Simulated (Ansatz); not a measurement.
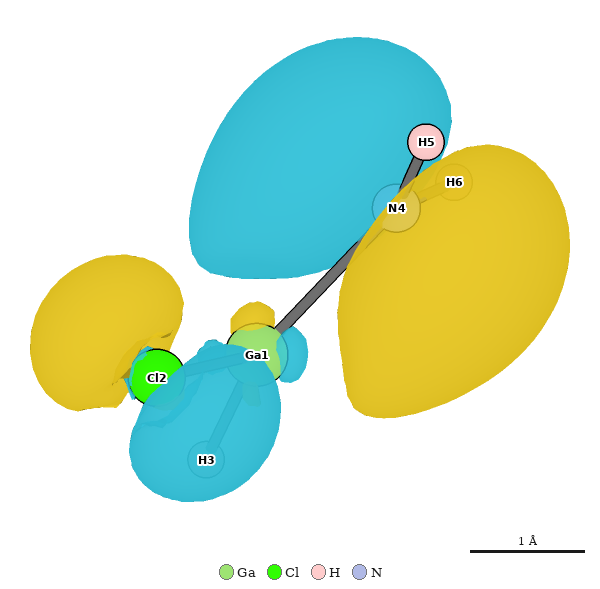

*ClGaH3N. The HOMO at ±0.1 Å⁻³ᐟ² (yellow and cyan are the two phases), seen at an oblique angle.*

Theory: RKS BHLYP-D4/def2-SVP (Ansatz).

The calculation's input:

```
crystal:
  periodic: [false, false, false]
  atoms:
    - { symbol: Ga, position_ang: [0.204575, 0.089877, -0.134727] }
    - { symbol: Cl, position_ang: [0.860512, -0.425426, 1.896347] }
    - { symbol: H, position_ang: [1.676885, 0.430821, -0.448848] }
    - { symbol: "N", position_ang: [-1.459345, 0.038002, -0.778533] }
    - { symbol: H, position_ang: [-2.264525, -0.31489, -0.288835] }
    - { symbol: H, position_ang: [-1.633002, 0.181616, -1.755205] }
basis:
  gaussian: { orbitals: def2-SVP }
hamiltonian:
  xc: { name: BHLYP }
  dispersion: d4
relax:
  f_tol: 0.03
  max_steps: 50
output:
  orbitals: {}
```

Run with:

```sh
ansatz run input.yaml --threads 1 --pin off --max-ram 2048MiB --backend cpu --events-out ev --progress --plain --runs-dir out
```

The fields are those of the run's last geometry, not of the input's.

> What is the character of this orbital?

It lies mainly on N4 (about 70 %), Ga1 (about 10 %) and Cl2 (about 10 %); it changes sign across the molecular plane (π type); π-antibonding (a node) across Ga1–Cl2. Its energy is −8.85 eV.
